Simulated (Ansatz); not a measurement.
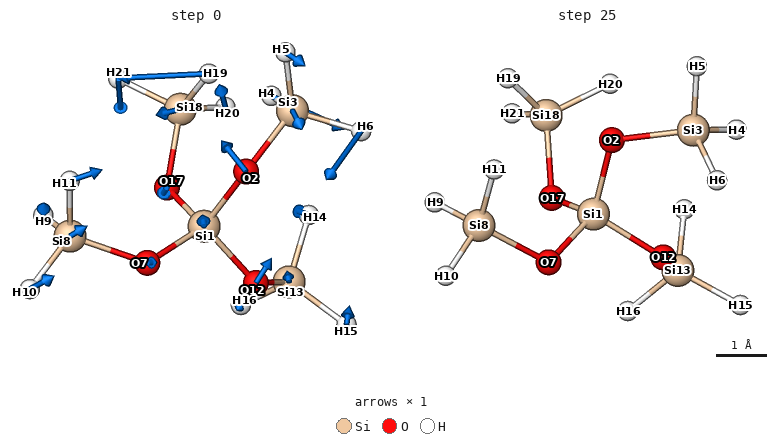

The structure of Si₅H₁₂O₄ before (left) and after (right) a relaxation, at one scale. The blue arrows give the displacements, at their true length.

A ball-and-stick model, seen at a tilt.

The run prepares the start of a later molecular dynamics calculation, from a guessed geometry.

The calculation used RKS revPBE-D4/STO-3G (Ansatz).

The input:
```yaml
crystal:
  periodic: [false, false, false]
  atoms:
    - { symbol: Si, position_ang: [0.0, 0.0, 0.0] }
    - { symbol: O, position_ang: [0.0, 0.0, 1.68] }
    - { symbol: Si, position_ang: [-1.3147, -0.4067, 2.6436] }
    - { symbol: H, position_ang: [-2.239, -1.2403, 1.8804] }
    - { symbol: H, position_ang: [-0.8506, -1.1432, 3.8157] }
    - { symbol: H, position_ang: [-1.9987, 0.8095, 3.0733] }
    - { symbol: O, position_ang: [1.5842, 0.0, -0.5594] }
    - { symbol: Si, position_ang: [2.4906, -1.3762, -0.8866] }
    - { symbol: H, position_ang: [1.6598, -2.3521, -1.5857] }
    - { symbol: H, position_ang: [3.6318, -1.0202, -1.7249] }
    - { symbol: H, position_ang: [2.9691, -1.9538, 0.366] }
    - { symbol: O, position_ang: [-0.7913, 1.3709, -0.5594] }
    - { symbol: Si, position_ang: [-2.4002, 1.4263, -1.0396] }
    - { symbol: H, position_ang: [-3.2124, 0.6421, -0.1138] }
    - { symbol: H, position_ang: [-2.862, 2.8114, -1.0378] }
    - { symbol: H, position_ang: [-2.5267, 0.8736, -2.385] }
    - { symbol: O, position_ang: [-0.7913, -1.3709, -0.5594] }
    - { symbol: Si, position_ang: [-1.673, -2.4329, 0.3983] }
    - { symbol: H, position_ang: [-1.2634, -2.287, 1.792] }
    - { symbol: H, position_ang: [-3.0964, -2.1323, 0.2761] }
    - { symbol: H, position_ang: [-1.4264, -3.8036, -0.0398] }
basis:
  gaussian: { orbitals: STO-3G }
hamiltonian:
  xc: revpbe
  dispersion: d4
relax:
  f_tol: 0.02
  max_steps: 40
output:
  orbitals: {}
```

Launched with:
```bash
ansatz run input.yaml --threads 1 --pin off --max-ram 2048MiB --backend cpu --events-out ev --progress --plain --runs-dir out
```

Question: What changed between the two?

Answer: The energy falls by 60.8 kcal/mol in 24 accepted moves (25 points after the start). The largest force component goes from 3.1 to 0.017 eV/Å. The line search rejected the trial step at point 8 of the run. The forces were under the threshold at step 19, but the run went on from there. The largest move after the best rigid fit is that of H19, 1.96 Å. Largest moves by element: H 1.96 Å, O 0.97 Å, Si 0.69 Å. Near-neighbour distances that change, for instance: Si3–H19 2.065 → 4.399 Å, H4–Si18 1.985 → 4.283 Å, Si3–Si18 3.046 → 4.226 Å, O12–Si13 1.680 → 1.726 Å. Among the angles between lasting bonds that change: Si1–O17–Si18 125.0° → 114.0°, Si1–O2–Si3 125.0° → 114.7°, O17–Si18–H21 109.5° → 104.6°. Groups turn about Si1–O2 by about 85°, O17–Si18 by about 40°, O2–Si3 by about 40°. The run took 4.1 min on 1 thread of Arm Neoverse V2, on a shared host, peak memory 0.16 GiB.

Limits of the set-up: STO-3G is a minimal basis, so the numbers are rough.
